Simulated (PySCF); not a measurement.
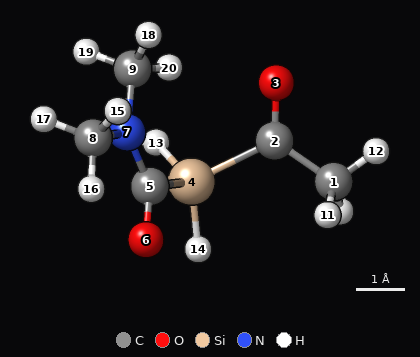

Fig. 1: The structure (ball-and-stick view, seen at a tilt; atoms are numbered from 1 in the order of the input). Bond lengths as drawn: C–C 1.50 Å, C–H 1.10 Å, C–N 1.36 to 1.44 Å, C–O 1.21 to 1.22 Å, C–Si 1.94 to 1.95 Å and H–Si 1.49 Å.

## NMR shielding calculation, with input and output: C$_{5}$H$_{11}$NO$_{2}$Si

System: C$_{5}$H$_{11}$NO$_{2}$Si.
Method: GIAO PBE0/pcSseg-1 NMR shielding, non-relativistic, gas phase (PySCF 2.14.0).

The geometry comes from this level: PBE0-D3(BJ)/def2-SVP. It belongs to a series of runs on one base structure; here: H on Si replaced by CONMe2. Figures and captions count atoms from 1; the log counts them from 0 in places.

**The input**
```
{"job": {"kind": "nmr", "xc": "PBE0", "basis": "pcSseg-1"}, "charge": 0, "multiplicity": 1}
C      3.202521    -0.107342     0.722782
C      1.911953     0.662445     0.720194
O      1.412483     1.089810     1.739572
Si     0.957412     0.936365    -0.953271
C     -0.426177    -0.413332    -1.068447
O     -0.246402    -1.301186    -1.887846
N     -1.520216    -0.353167    -0.260396
C     -2.567625    -1.332307    -0.423583
C     -1.729517     0.672525     0.728623
H      3.940128     0.387177     0.070031
H      3.031341    -1.110038     0.295720
H      3.594347    -0.193546     1.746004
H      0.443904     2.339195    -0.936703
H      1.835666     0.712669    -2.134012
H     -2.710967    -1.913412     0.503088
H     -2.278067    -2.010439    -1.235517
H     -3.523873    -0.843043    -0.675708
H     -2.070063     0.215898     1.672080
H     -2.492920     1.404323     0.409113
H     -0.795301     1.202147     0.961778
```

The first line tells a small driver script what to run in PySCF; the rest is the geometry in Å.

Machine: 1 CPU thread, shared host.

Command:
```bash
OMP_NUM_THREADS=1 python <driver script> task.json out
```

**What the program printed**
```
coarse grid: 17112 points
cycle   1  E = -690.8918180944  dE =  1.144e+00  |g| = 1.092e+00  |ddm| = 3.924e+00
cycle   2  E = -689.7971089478  dE =  1.095e+00  |g| = 2.554e+00  |ddm| = 3.300e+00
cycle   3  E = -691.1216294692  dE = -1.325e+00  |g| = 1.993e-01  |ddm| = 2.660e+00
cycle   4  E = -691.1256203933  dE = -3.991e-03  |g| = 1.643e-01  |ddm| = 2.908e-01
cycle   5  E = -691.1304773361  dE = -4.857e-03  |g| = 5.817e-02  |ddm| = 1.507e-01
cycle   6  E = -691.1311478064  dE = -6.705e-04  |g| = 1.058e-02  |ddm| = 4.774e-02
cycle   7  E = -691.1311694976  dE = -2.169e-05  |g| = 4.387e-03  |ddm| = 1.154e-02
cycle   8  E = -691.1311731650  dE = -3.667e-06  |g| = 1.136e-03  |ddm| = 3.450e-03
final grid: 160472 points
cycle   9  E = -691.2032918379  dE = -1.634e-06  |g| = 1.647e-02  |ddm| = 2.583e-02
cycle  10  E = -691.2031171290  dE =  1.747e-04  |g| = 3.442e-02  |ddm| = 3.490e-02
cycle  11  E = -691.2033434390  dE = -2.263e-04  |g| = 2.680e-03  |ddm| = 2.499e-02
cycle  12  E = -691.2033449582  dE = -1.519e-06  |g| = 4.531e-04  |ddm| = 2.000e-03
cycle  13  E = -691.2033449810  dE = -2.273e-08  |g| = 2.892e-04  |ddm| = 5.272e-04
cycle  14  E = -691.2033449975  dE = -1.652e-08  |g| = 3.898e-05  |ddm| = 2.449e-04
cycle  15  E = -691.2033449977  dE = -2.278e-10  |g| = 1.897e-05  |ddm| = 4.278e-05
```

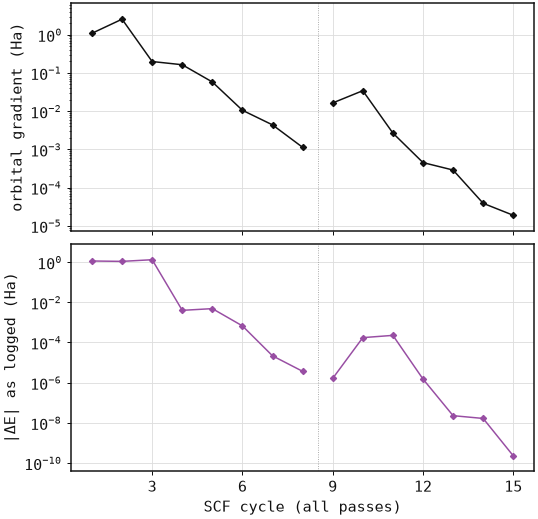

Fig. 2: Convergence of the self-consistent field: orbital gradient and size of the energy change against the SCF cycle. The dotted line marks the change from a coarse to the final integration grid. The first 8 cycles use a coarse grid, the final grid takes over at cycle 9, and the field converges after 15 cycles in all.

```
converged SCF energy = -691.2033449977

GIAO shielding tensors (ppm)
atom      isotropic    diamagn.    paramagn.     s11        s22        s33       span
  0 C      141.461     251.905    -110.444    108.580    128.608    187.194     78.614
  1 C      -56.702     256.987    -313.690   -156.214   -112.633     98.740    254.954
  2 O     -493.478     402.999    -896.477  -1313.940   -495.283    328.788   1642.727
  3 Si     417.651     882.885    -465.234    370.859    405.168    476.925    106.066
  4 C        7.511     254.169    -246.658    -68.356     14.012     76.877    145.233
  5 O     -164.659     401.662    -566.321   -554.597   -212.730    273.350    827.948
  6 N      123.217     333.835    -210.619    -20.253    165.802    224.102    244.355
  7 C      154.051     243.609     -89.558    124.606    154.192    183.356     58.750
  8 C      146.237     249.507    -103.270    128.365    131.005    179.341     50.977
  9 H       28.567      27.331       1.236     25.948     28.384     31.368      5.420
 10 H       28.559      30.638      -2.078     26.396     28.858     30.425      4.029
 11 H       29.021      27.846       1.175     26.373     27.104     33.586      7.212
 12 H       26.588      30.240      -3.652     23.499     26.321     29.944      6.444
 13 H       26.752      30.390      -3.637     24.452     25.101     30.704      6.253
 14 H       29.369      29.093       0.276     24.554     27.435     36.118     11.565
 15 H       26.687      29.649      -2.962     21.631     27.255     31.175      9.544
 16 H       29.324      27.417       1.907     24.588     27.136     36.249     11.661
 17 H       28.795      31.780      -2.986     25.033     26.854     34.497      9.464
 18 H       28.635      30.434      -1.799     24.733     26.256     34.916     10.183
 19 H       27.220      33.034      -5.814     22.429     26.929     32.301      9.872
```

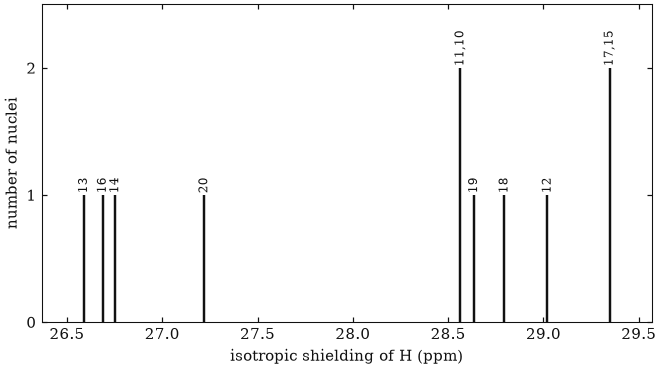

Fig. 3: Isotropic shieldings of the hydrogen nuclei in this fixed geometry, labelled by atom number; shielding grows to the right, so chemical shift grows to the left. The least shielded is H13 (26.6 ppm), the most shielded H15 (29.4 ppm).

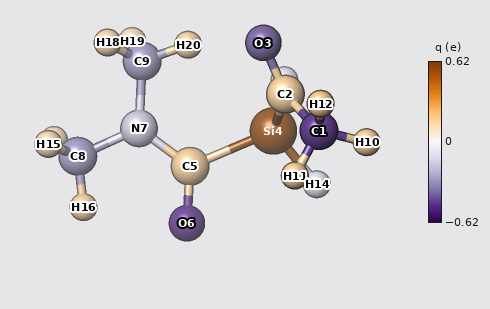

Fig. 4: IAO charges, as the colour of each atom (ball-and-stick view, seen at a tilt; atoms are numbered from 1 in the order of the input). By element: C −0.46 to +0.18, O −0.49 to −0.39, Si +0.59, N −0.16 and H −0.10 to +0.18 e.

**Key numbers**

| quantity | value |
| --- | --- |
| outcome | converged |
| total energy | −691.203345 hartree |
| HOMO | −6.80 eV |
| LUMO | −1.39 eV |
| dipole moment | 1.24 D |
| isotropic shielding, C | −56.7 to 154.1 ppm |
| isotropic shielding, O | −493.5 to −164.7 ppm |
| isotropic shielding, Si | 417.7 ppm |
| isotropic shielding, N | 123.2 ppm |
| isotropic shielding, H | 26.6 to 29.4 ppm |
| wall time | 41 s |
| peak memory | 1 GiB |
